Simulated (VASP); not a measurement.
Band structure of WAl (relaxed from the NiAs type structure, space group P6_3/mmc). Method: PBEsol GGA, VASP's PBE PAW potentials (set 64) (plane waves; VASP 6.6.1).

Unless said otherwise, spin-orbit coupling is left out, though it shifts the bands of the heavy elements here.

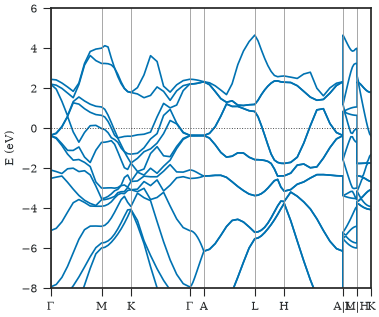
Bands along high-symmetry lines, zero at the valence-band maximum or, without a gap, the Fermi level

Task: Read the plot: is there a gap, and where are the band edges?

Result: It has no gap at this level: it comes out as a metal or semimetal. (Edges off the drawn lines would not show.)

The structure was generated: WAl was put into the NiAs type type (P6_3/mmc), which need not be its known phase. It was relaxed first, which changed the volume by -45 %.
